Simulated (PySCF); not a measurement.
Molecule: B(OH)(OMe)(tBu), C5H13BO2, SMILES COB(O)C(C)(C)C. Atoms near the plane z = 1.5 Å, at the GFN2-xTB optimised geometry (x, y, z in Å): B1 (0.5, -0.4, 0.0), O2 (1.8, -0.4, 0.0), H3 (2.2, 0.5, 0.0), O4 (0.0, -1.7, 0.0), C5 (-1.4, -2.1, 0.0), H7 (-1.4, -3.1, 0.3), H8 (-2.0, -1.5, 0.7), C9 (-0.4, 1.0, 0.0), C10 (-1.1, 1.2, 1.4), C11 (0.6, 2.2, -0.2), H13 (-1.6, 2.2, 1.4), H14 (-0.3, 1.2, 2.2), H15 (-1.8, 0.4, 1.6), H16 (1.3, 2.3, 0.6), H18 (0.0, 3.1, -0.2).

Level of theory: CAM-B3LYP/def2-SVP (PySCF 2.14.0). Cells within 0.4 Å of a nucleus heavier than hydrogen are left out (blank, or x). The values are rescaled to run from 0 to 1.

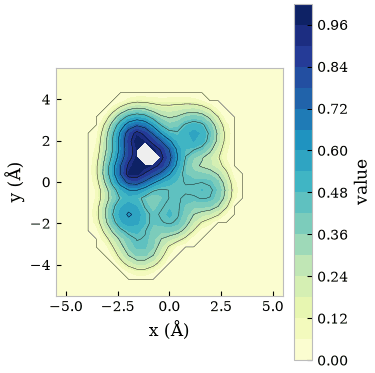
*a field on the plane z = 1.5 Å.*

Task: Which quantity is mapped?
A) deformation density (molecule minus spherical neutral atoms)
B) log10 of the electron density
C) an orbital amplitude
D) electron localisation function

Result: B, log10 of the electron density. In full: log10 of the electron density (e/bohr³), floored at −4.
